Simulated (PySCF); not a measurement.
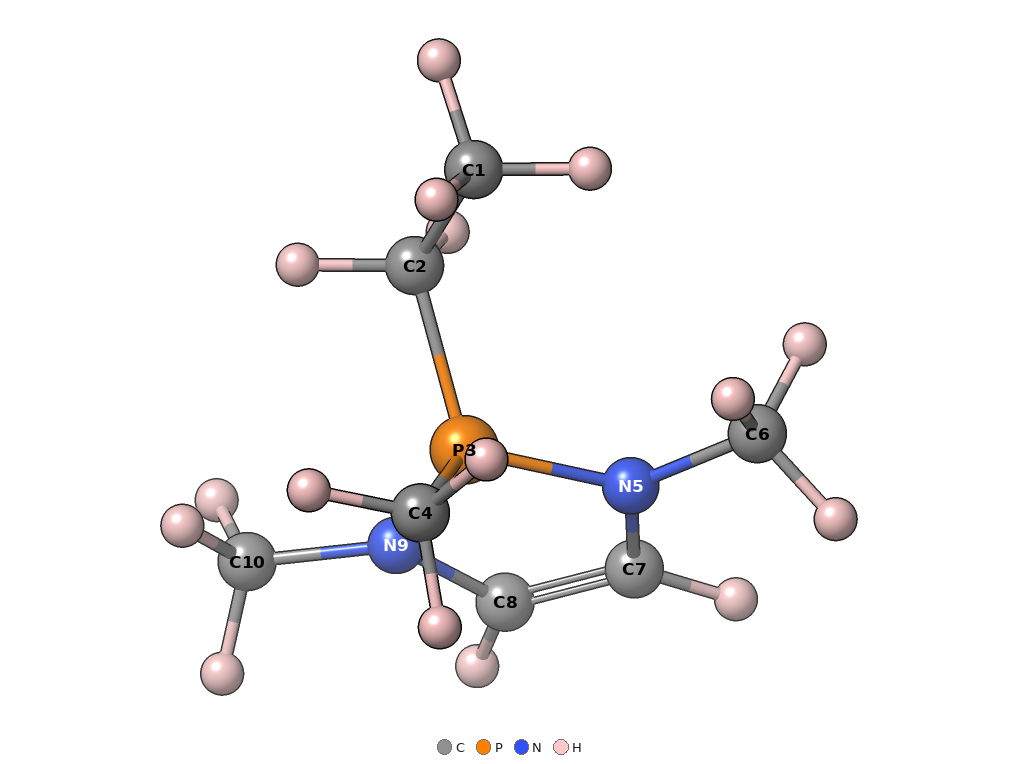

Distant atoms are faded towards the background colour. The species has charge +1 and is a spin singlet. Computed geometry: PBE0-D3(BJ)/def2-SVP optimisation. No frequency run is at hand to confirm it as a minimum.

**How is the 5-membered ring P3–N5–C7–C8–N9 puckered?**

It is planar. The Cremer–Pople amplitude Q is 0.03 Å.

**Give the torsion angles round the ring, beginning with the bond from its second to its third atom.**

−2°, 0°, 2°, −3°, 3°.
